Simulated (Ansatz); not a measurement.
BFH$_{8}$SSi$_{3}$ (SMILES B[SiH](F)[SiH2][SiH2]S)

```xyz
14

B     0.8435   -2.9529   -0.2731
Si    0.2959   -1.2792    0.6559
F     1.5556   -0.3966    1.2435
Si   -0.7691    0.1437   -0.9258
Si   -0.2280    2.3658   -0.3423
S    -1.2169    3.8048   -1.6353
H     1.9753   -3.1691   -0.6247
H    -0.0158   -3.7411   -0.5846
H    -0.6394   -1.5074    1.7985
H    -0.2949   -0.1335   -2.3160
H    -2.2490   -0.0689   -0.8878
H    -0.5568    2.6020    1.0945
H     1.2238    2.6113   -0.5598
H    -2.4738    3.4180   -1.3144
```

These are results of Ansatz, RKS B3LYP/def2-SVP, not measurements.

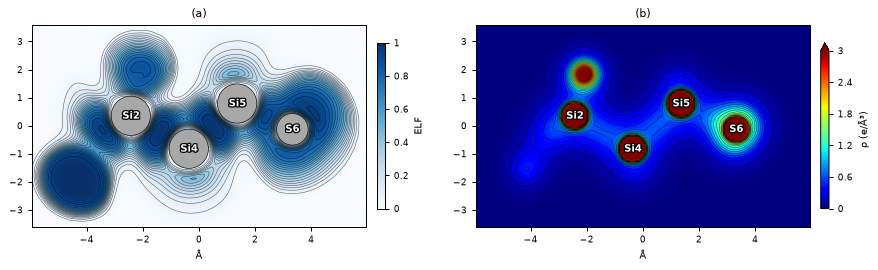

Figure 1. (a) ELF; (b) total electron density on the plane of atoms Si4, Si5 and S6. Grey discs cover the atomic cores in the ELF map.

Read the bonding off the picture.

Atoms in the plane: Si and S. Si–S (2.17 Å): ρ is about 0.77 e/Å³ halfway, with its minimum of 0.6 e/Å³ about 0.8 Å from Si; the ELF peaks at about 0.90 between the atoms: a covalent bond. Si–Si (2.36 Å): ρ at the midpoint is about 0.63 e/Å³; the ELF peaks at about 1 between the atoms, as expected for localised, covalent bonding. The ELF also peaks beside S6 and F3, away from the bonds: lone-pair regions.

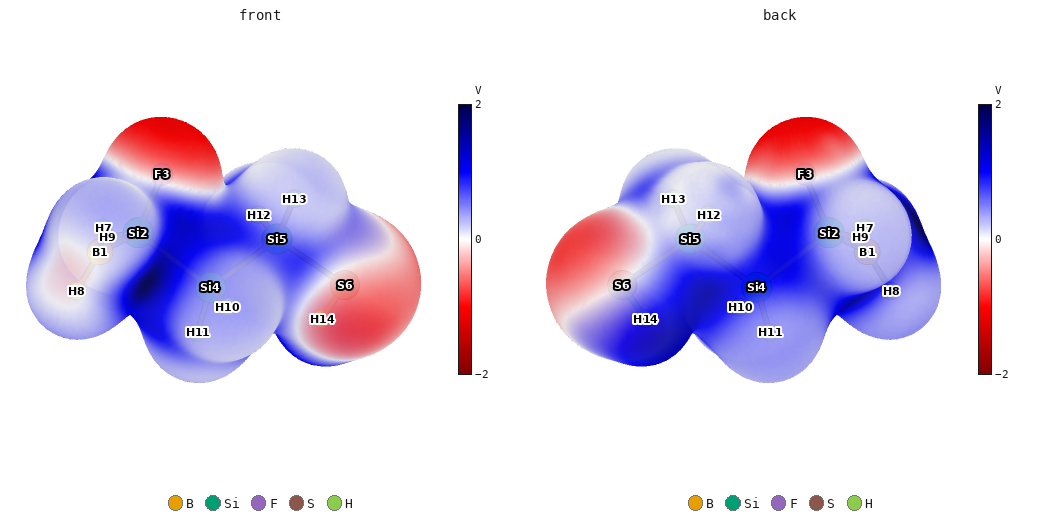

Figure 2. The molecular electrostatic potential painted on the density surface at 0.002 e/bohr³, seen from the front and from behind; red is negative and blue positive.

Which sites attract a positive test charge, and which a negative one?

A positive charge is drawn to the negative regions and a negative charge to the positive ones. The most negative region (about −1.1 V) lies over F3, the most positive (about +1.9 V) over B1.

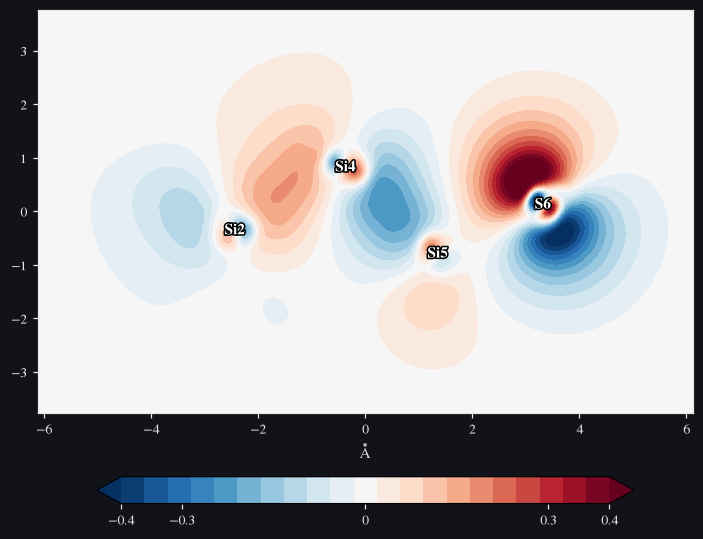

Figure 3. The HOMO on the plane of atoms Si2, Si4 and Si5 (values in Å⁻³ᐟ²; the overall sign is arbitrary).

Where does this orbital lie, and at what energy?

Its weight (Hirshfeld) is mainly on S6 (about 60 %), Si4 (about 10 %) and Si5 (about 10 %). Its energy is −6.84 eV.
